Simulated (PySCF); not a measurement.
## CH3AlOS: geometry relaxation (part 3 of 3)

CH3AlOS, SMILES C1[O][AlH][S]1; mPWPW91/ANO-R1, RKS, sfX2C (PySCF 2.14.0). The geometry: force field.

Geometry of the input (Å):
```
C  -0.4308  0.8021  -0.0499
O  0.0127  0.1856  1.0760
Al 0.4007  -1.4287  0.2974
S  -0.5565  -0.4095  -1.3664
H  0.2302  1.6356  -0.3971
H  -1.4742  1.3034  0.1575
H  1.8792  -2.1565  0.2368
```

## The program's output, continued
```
----------------------------------------------
cycle 19: E = -757.457091107  dE = -4.7919e-10  norm(grad) = 3.03972e-05
Step   18 : Displace = 3.916e-06/5.346e-06 (rms/max) Trust = 4.000e-06 (=) Grad = 1.149e-05/1.338e-05 (rms/max) E (change) = -757.4570911070 (-4.792e-10) Quality = 0.048
Hessian Eigenvalues: 2.16473e-03 2.34720e-02 5.00000e-02 ... 3.33345e-01 4.01480e-01 6.08769e-01

Geometry optimization cycle 20
Cartesian coordinates (Angstrom)
 Atom        New coordinates             dX        dY        dZ
   C  -0.466699   0.862271  -0.052422   -0.000024  0.000015 -0.000090
   O   0.312538   0.258157   0.955593   -0.000013  0.000001 -0.000108
  Al   0.688546  -1.223848   0.084948   -0.000042  0.000002 -0.000123
   S  -0.514867  -0.337871  -1.525725   -0.000049  0.000023 -0.000105
   H  -0.019548   1.808233  -0.401929   -0.000026  0.000013 -0.000095
   H  -1.504995   1.030346   0.280215   -0.000019  0.000015 -0.000080
   H   1.541179  -2.476012   0.515211   -0.000041 -0.000003 -0.000137
converged SCF energy = -757.4570911067
--------------- DFsfX2C1eRKS_Scanner gradients ---------------
         x                y                z
0 C    -0.0000005781    -0.0000058065     0.0000008411
1 O    -0.0000032843    -0.0000018235     0.0000108558
2 Al     0.0000088883     0.0000014495     0.0000088329
3 S     0.0000048532     0.0000012861     0.0000116516
4 H     0.0000038668    -0.0000007728     0.0000115626
5 H     0.0000020294     0.0000003806     0.0000064717
6 H     0.0000026152    -0.0000002613     0.0000132745
----------------------------------------------
cycle 20: E = -757.457091107  dE = 2.59888e-10  norm(grad) = 2.94162e-05
Step   19 : Displace = 4.043e-06/5.323e-06 (rms/max) Trust = 4.000e-06 (=) Grad = 1.112e-05/1.353e-05 (rms/max) E (change) = -757.4570911067 (+2.599e-10) Quality = -0.018
Poor-quality step dominated by net translation/rotation detected; will project out net forces and torques past this point.
Hessian Eigenvalues: 4.04028e-04 2.39486e-02 5.00000e-02 ... 3.35312e-01 4.24032e-01 6.12776e-01

Geometry optimization cycle 21
Cartesian coordinates (Angstrom)
 Atom        New coordinates             dX        dY        dZ
   C  -0.466723   0.862286  -0.052519   -0.000025  0.000015 -0.000097
   O   0.312524   0.258158   0.955478   -0.000014  0.000001 -0.000115
  Al   0.688501  -1.223846   0.084817   -0.000045  0.000002 -0.000131
   S  -0.514920  -0.337847  -1.525837   -0.000052  0.000024 -0.000112
   H  -0.019575   1.808247  -0.402029   -0.000026  0.000014 -0.000100
   H  -1.505016   1.030361   0.280131   -0.000021  0.000015 -0.000084
   H   1.541135  -2.476015   0.515064   -0.000045 -0.000003 -0.000147
converged SCF energy = -757.457091105799
--------------- DFsfX2C1eRKS_Scanner gradients ---------------
         x                y                z
0 C    -0.0000003696    -0.0000051762     0.0000015981
1 O    -0.0000023672    -0.0000024279     0.0000116205
2 Al     0.0000081962     0.0000017549     0.0000087708
3 S     0.0000050440     0.0000003744     0.0000104418
4 H     0.0000038430    -0.0000004369     0.0000112105
5 H     0.0000013864     0.0000004576     0.0000065587
6 H     0.0000026636    -0.0000001137     0.0000132742
----------------------------------------------
cycle 21: E = -757.457091106  dE = 9.00172e-10  norm(grad) = 2.87561e-05
```

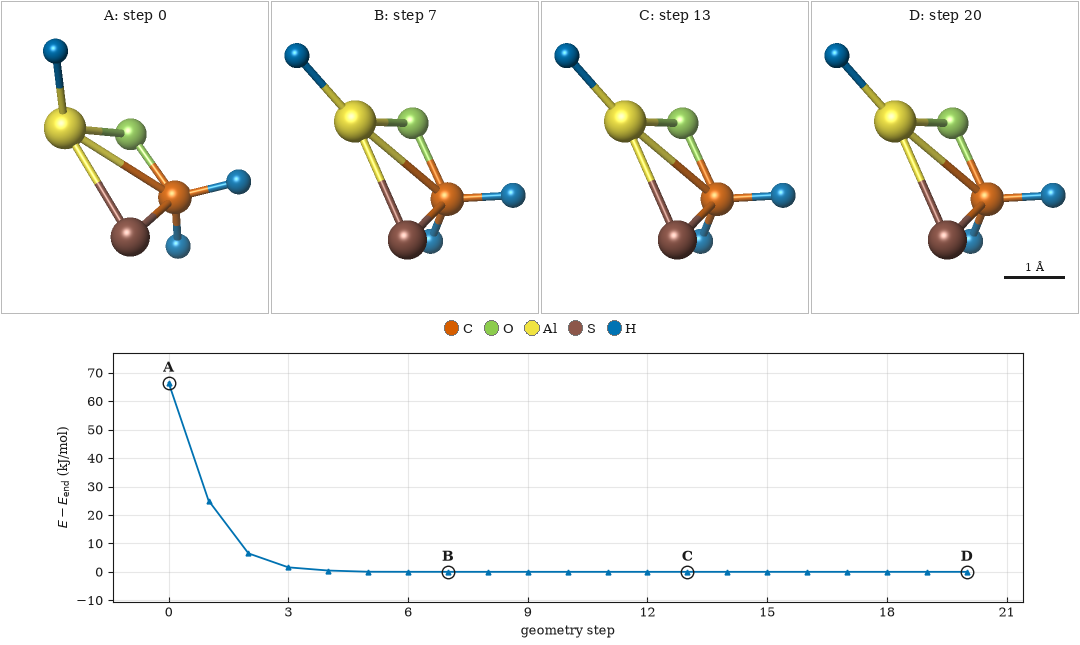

*Frames of the relaxation (ball-and-stick view, seen at a tilt) above the curves, on which the letters mark them (steps are counted from 0).*

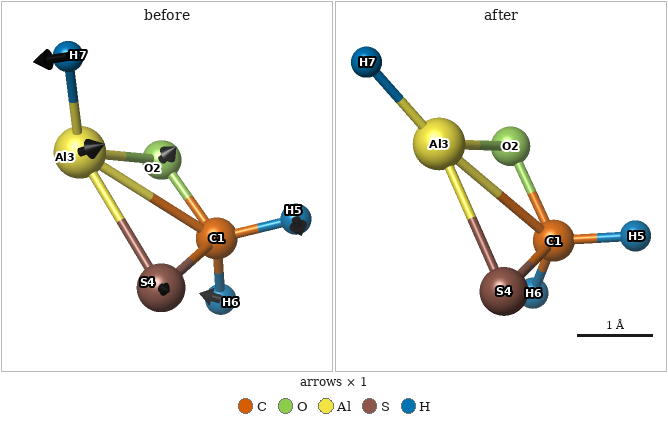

*Before (left) and after (right) the relaxation, at one scale (ball-and-stick view, seen at a tilt). The black arrows give the displacements, at true length.*

The atom that moves furthest after the best rigid fit is H7 (0.55 Å). Largest moves by element: H 0.55 Å, Al 0.41 Å, O 0.33 Å, S 0.17 Å, C 0.07 Å. Distances before and after: C1–S4 1.794 → 1.901 Å, O2–Al3 1.834 → 1.759 Å, Al3–H7 1.649 → 1.575 Å, C1–H6 1.176 → 1.103 Å. Among the angles that change: C1–Al3–H7 135.5° → 166.4°, S4–Al3–H7 125.0° → 144.8°, Al3–C1–H6 132.6° → 124.8°. Over 20 geometry steps the energy falls by 66.5 kJ/mol. Largest force component: 2.5 eV/Å at the start, 0.00068 eV/Å at the end. (Atoms are counted from 1 in the order of the input.)

```
Step   20 : Displace = 4.036e-06/5.373e-06 (rms/max) Trust = 4.000e-06 (=) Grad = 4.998e-06/8.949e-06 (rms/max) E (change) = -757.4570911058 (+9.002e-10) Quality = -0.057
Hessian Eigenvalues: 4.04028e-04 2.39486e-02 5.00000e-02 ... 3.35312e-01 4.24032e-01 6.12776e-01
Converged! =D

converged: True
C          -0.46672342        0.86228568       -0.05251865
O           0.31252418        0.25815837        0.95547814
Al          0.68850107       -1.22384569        0.08481723
S          -0.51491978       -0.33784745       -1.52583673
H          -0.01957467        1.80824686       -0.40202901
H          -1.50501562        1.03036137        0.28013121
H           1.54113473       -2.47601473        0.51506389
converged SCF energy = -757.457091105795
E(MPWPW91) = -757.457091106
```

## Trajectory as extended XYZ (Å, eV, eV/Å), 15 of the 21 frames kept, from step=0 to step=20
```
7
Properties=species:S:1:pos:R:3:forces:R:3 step=0 energy=-20610.76836
C    -0.4308    0.8021   -0.0499   -2.5306   2.3611   0.3141
O     0.0127    0.1856    1.0760    1.3747  -1.4691   1.2537
Al    0.4007   -1.4287    0.2974    1.0870   0.9147   0.1668
S    -0.5565   -0.4095   -1.3664   -0.3801  -0.7413  -1.7541
H     0.2302    1.6356   -0.3971    0.0230  -0.3087   0.0880
H    -1.4742    1.3034    0.1575    1.3197  -0.6765  -0.4813
H     1.8792   -2.1565    0.2368   -0.8935  -0.0835   0.4152
7
Properties=species:S:1:pos:R:3:forces:R:3 step=1 energy=-20611.19773
C    -0.4613    0.8168   -0.0368   -0.6612   1.1577   0.0450
O     0.1195    0.1997    1.0666    0.4100  -0.8087   0.2198
Al    0.4752   -1.3644    0.2521    0.4422   0.7920  -0.1321
S    -0.5466   -0.3880   -1.4341   -0.1698  -0.4349  -0.4394
H     0.1551    1.6703   -0.3930    0.0588  -0.1283   0.0448
H    -1.4738    1.2377    0.1830    0.2317  -0.3559  -0.0251
H     1.7933   -2.2442    0.3194   -0.3102  -0.2251   0.2841
7
Properties=species:S:1:pos:R:3:forces:R:3 step=3 energy=-20611.44113
C    -0.4653    0.8630   -0.0449    0.1890  -0.2981   0.1204
O     0.2990    0.2250    0.9662   -0.2232   0.3165  -0.0516
Al    0.6318   -1.2606    0.1075    0.1135   0.0360  -0.1964
S    -0.5451   -0.3434   -1.5209    0.0310  -0.0141   0.1470
H     0.0273    1.7853   -0.3920   -0.0344   0.0426  -0.0134
H    -1.4956    1.0632    0.2892   -0.0155   0.0327  -0.0029
H     1.6095   -2.4157    0.5319   -0.0622  -0.1150  -0.0063
7
Properties=species:S:1:pos:R:3:forces:R:3 step=4 energy=-20611.45274
C    -0.4631    0.8654   -0.0450    0.0551  -0.2288   0.0784
O     0.3143    0.2430    0.9583   -0.0911   0.1283  -0.0456
Al    0.6624   -1.2439    0.0917    0.0761   0.0346  -0.0280
S    -0.5316   -0.3397   -1.5228    0.0173   0.0188   0.0750
H     0.0002    1.8028   -0.3921   -0.0148   0.0330  -0.0212
H    -1.4982    1.0379    0.2948    0.0145   0.0411  -0.0246
H     1.5738   -2.4487    0.5438   -0.0584  -0.0265  -0.0373
7
Properties=species:S:1:pos:R:3:forces:R:3 step=6 energy=-20611.45737
C    -0.4634    0.8624   -0.0440   -0.0290  -0.0095  -0.0387
O     0.3164    0.2595    0.9618    0.0185  -0.0205   0.0213
Al    0.6894   -1.2252    0.0931    0.0085   0.0104   0.0099
S    -0.5109   -0.3393   -1.5190   -0.0026   0.0103   0.0038
H    -0.0196    1.8094   -0.3947    0.0029   0.0008   0.0002
H    -1.5031    1.0259    0.2869    0.0041   0.0086   0.0029
H     1.5430   -2.4753    0.5280   -0.0032   0.0000  -0.0028
7
Properties=species:S:1:pos:R:3:forces:R:3 step=7 energy=-20611.45745
C    -0.4647    0.8615   -0.0455   -0.0038   0.0054  -0.0256
O     0.3143    0.2582    0.9621    0.0032  -0.0024   0.0109
Al    0.6901   -1.2243    0.0924    0.0023  -0.0012  -0.0022
S    -0.5119   -0.3394   -1.5197   -0.0001   0.0039   0.0067
H    -0.0184    1.8076   -0.3960    0.0015  -0.0017   0.0015
H    -1.5034    1.0290    0.2853   -0.0049  -0.0004   0.0059
H     1.5436   -2.4748    0.5248    0.0009  -0.0033  -0.0004
7
Properties=species:S:1:pos:R:3:forces:R:3 step=9 energy=-20611.45747
C    -0.4659    0.8618   -0.0487    0.0019  -0.0003   0.0006
O     0.3128    0.2579    0.9601   -0.0007   0.0021  -0.0021
Al    0.6902   -1.2238    0.0898   -0.0015  -0.0014  -0.0013
S    -0.5130   -0.3389   -1.5217    0.0001   0.0006   0.0012
H    -0.0183    1.8075   -0.3983   -0.0005   0.0001  -0.0001
H    -1.5043    1.0302    0.2834   -0.0002  -0.0010  -0.0009
H     1.5430   -2.4757    0.5206    0.0001   0.0002  -0.0005
7
Properties=species:S:1:pos:R:3:forces:R:3 step=10 energy=-20611.45747
C    -0.4663    0.8620   -0.0505    0.0018  -0.0021   0.0072
O     0.3126    0.2581    0.9583   -0.0010   0.0011  -0.0046
Al    0.6897   -1.2238    0.0879   -0.0013  -0.0001   0.0002
S    -0.5136   -0.3384   -1.5233   -0.0004  -0.0008  -0.0020
H    -0.0188    1.8078   -0.3999   -0.0009   0.0009  -0.0009
H    -1.5047    1.0302    0.2821    0.0013   0.0001  -0.0023
H     1.5422   -2.4761    0.5182   -0.0005   0.0011  -0.0008
7
Properties=species:S:1:pos:R:3:forces:R:3 step=11 energy=-20611.45747
C    -0.4665    0.8621   -0.0513    0.0012  -0.0016   0.0068
O     0.3126    0.2582    0.9572   -0.0006   0.0003  -0.0038
Al    0.6892   -1.2238    0.0868   -0.0008   0.0004   0.0006
S    -0.5141   -0.3381   -1.5241   -0.0005  -0.0012  -0.0030
H    -0.0191    1.8080   -0.4006   -0.0008   0.0009  -0.0011
H    -1.5048    1.0301    0.2814    0.0011   0.0005  -0.0019
H     1.5418   -2.4761    0.5171   -0.0005   0.0009  -0.0008
7
Properties=species:S:1:pos:R:3:forces:R:3 step=13 energy=-20611.45747
C    -0.4665    0.8621   -0.0517    0.0005   0.0005   0.0019
O     0.3126    0.2582    0.9566    0.0003  -0.0001  -0.0010
Al    0.6889   -1.2238    0.0860   -0.0006  -0.0002  -0.0002
S    -0.5144   -0.3381   -1.5248   -0.0003  -0.0006  -0.0017
H    -0.0193    1.8081   -0.4011   -0.0006   0.0001  -0.0009
H    -1.5048    1.0302    0.2809   -0.0002   0.0002  -0.0007
H     1.5415   -2.4760    0.5164   -0.0002   0.0002  -0.0007
7
Properties=species:S:1:pos:R:3:forces:R:3 step=14 energy=-20611.45747
C    -0.4666    0.8622   -0.0519    0.0003   0.0007   0.0009
O     0.3126    0.2582    0.9562    0.0003   0.0000  -0.0006
Al    0.6888   -1.2239    0.0857   -0.0005  -0.0002  -0.0004
S    -0.5146   -0.3380   -1.5251   -0.0003  -0.0004  -0.0013
H    -0.0194    1.8082   -0.4014   -0.0004   0.0000  -0.0008
H    -1.5049    1.0303    0.2807   -0.0002   0.0001  -0.0005
H     1.5414   -2.4760    0.5160   -0.0001   0.0001  -0.0007
7
Properties=species:S:1:pos:R:3:forces:R:3 step=16 energy=-20611.45747
C    -0.4666    0.8622   -0.0522    0.0001   0.0005   0.0002
O     0.3126    0.2582    0.9559    0.0003   0.0000  -0.0005
Al    0.6887   -1.2239    0.0853   -0.0005  -0.0001  -0.0004
S    -0.5147   -0.3379   -1.5255   -0.0002  -0.0002  -0.0008
H    -0.0195    1.8082   -0.4017   -0.0003   0.0000  -0.0007
H    -1.5049    1.0303    0.2804   -0.0001   0.0000  -0.0004
H     1.5413   -2.4760    0.5156   -0.0001   0.0000  -0.0007
7
Properties=species:S:1:pos:R:3:forces:R:3 step=17 energy=-20611.45747
C    -0.4667    0.8622   -0.0523    0.0001   0.0004   0.0002
O     0.3126    0.2582    0.9558    0.0003   0.0000  -0.0005
Al    0.6886   -1.2239    0.0852   -0.0005   0.0000  -0.0004
S    -0.5148   -0.3379   -1.5255   -0.0002  -0.0002  -0.0008
H    -0.0195    1.8082   -0.4018   -0.0002   0.0001  -0.0007
H    -1.5050    1.0303    0.2803   -0.0002   0.0000  -0.0003
H     1.5413   -2.4760    0.5154   -0.0002   0.0001  -0.0007
7
Properties=species:S:1:pos:R:3:forces:R:3 step=19 energy=-20611.45747
C    -0.4667    0.8623   -0.0524    0.0000   0.0003   0.0000
O     0.3125    0.2582    0.9556    0.0002   0.0001  -0.0006
Al    0.6885   -1.2238    0.0849   -0.0005  -0.0001  -0.0005
S    -0.5149   -0.3379   -1.5257   -0.0003  -0.0001  -0.0006
H    -0.0195    1.8082   -0.4019   -0.0002   0.0000  -0.0006
H    -1.5050    1.0303    0.2802   -0.0001   0.0000  -0.0003
H     1.5412   -2.4760    0.5152   -0.0001   0.0000  -0.0007
7
Properties=species:S:1:pos:R:3:forces:R:3 step=20 energy=-20611.45747
C    -0.4667    0.8623   -0.0525    0.0000   0.0003  -0.0001
O     0.3125    0.2582    0.9555    0.0001   0.0001  -0.0006
Al    0.6885   -1.2238    0.0848   -0.0004  -0.0001  -0.0005
S    -0.5149   -0.3378   -1.5258   -0.0003   0.0000  -0.0005
H    -0.0196    1.8082   -0.4020   -0.0002   0.0000  -0.0006
H    -1.5050    1.0304    0.2801   -0.0001   0.0000  -0.0003
H     1.5411   -2.4760    0.5151   -0.0001   0.0000  -0.0007
```

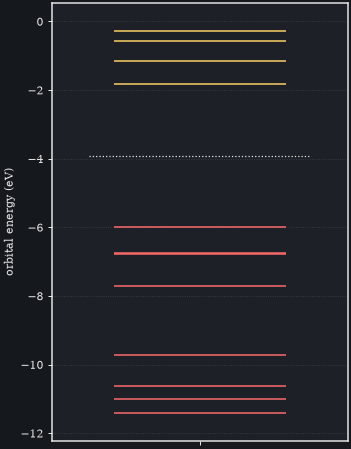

*Orbital energies near the frontier; the dotted line parts filled from empty levels, and levels within 0.02 eV of each other stand side by side.*

Highest filled −5.99 eV, lowest empty −1.83 eV, 4.16 eV apart.

## Summary

```json
{"quantity": "outcome", "value": "converged"}
{"quantity": "total energy", "value": "−757.457091 hartree"}
{"quantity": "basis functions", "value": "79"}
{"quantity": "HOMO", "value": "−5.99 eV"}
{"quantity": "LUMO", "value": "−1.83 eV"}
{"quantity": "dipole moment", "value": "0.65 D"}
{"quantity": "wall time", "value": "7.7 min"}
{"quantity": "peak memory", "value": "0.78 GiB"}
```
